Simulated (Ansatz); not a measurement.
Relaxed Ga (space group Cmce):

```
Ga
1.0
    4.57459    -7.73991     0.00000
    4.57459     0.00000     0.00000
    0.00000     0.00000     4.58772
Ga
8
Direct
  0.65632   0.84368   0.91773
  0.15632   0.84368   0.91773
  0.34368   0.15632   0.08227
  0.84368   0.15632   0.08227
  0.84368   0.65632   0.41773
  0.34368   0.65632   0.41773
  0.15632   0.34368   0.58227
  0.65632   0.34368   0.58227
```

The atoms are displaced by Q × the pattern below (from a DFPT mode at Y = (0.5, 0.5, 0.0), largest move 1; Q in Å), at fixed cell. (q is in reciprocal vectors of the primitive cell; the cell shown is doubled to hold the pattern.)

```
atom      x       y       z
----  -----  ------  ------
Ga1   0.000   0.249  -0.968
Ga2   0.000  -0.249   0.968
Ga3   0.000  -0.249   0.968
Ga4   0.000   0.249  -0.968
Ga5   0.000  -0.249  -0.968
Ga6   0.000   0.249   0.968
Ga7   0.000   0.249   0.968
Ga8   0.000  -0.249  -0.968
```

These are PBE (plane waves to 420 eV, PAW, scalar-relativistic; Ansatz, a quantum-chemistry and plane-wave program) values and carry that method's errors. k mesh 6×12×10 (Γ-centred), Fermi-Dirac smearing 0.05 eV. E stands for the smeared free energy. With partly filled bands, energies and forces of such displacements shift with the k mesh and the smearing. Ga was relaxed with its symmetry unable to fall. The zero of ΔE is the undisplaced structure.

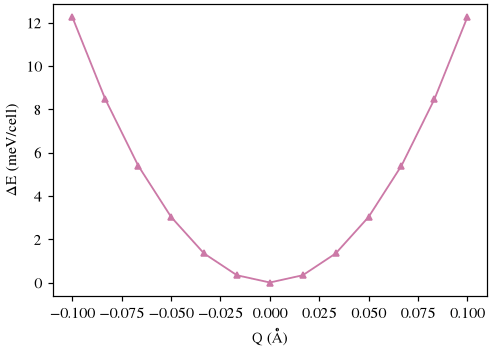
Figure: ΔE (meV/cell) against Q (Å); computed points joined by lines.

Question: What is the energy change at Q = 0.100 Å?

Answer: About 12 meV/cell.

Question: What harmonic wavenumber does the curvature at Q = 0 give?

Answer: About 34 cm⁻¹.

(A displaced cell: forces are minus the slopes of the energy, force constants its curvatures, and phonons follow from these.)
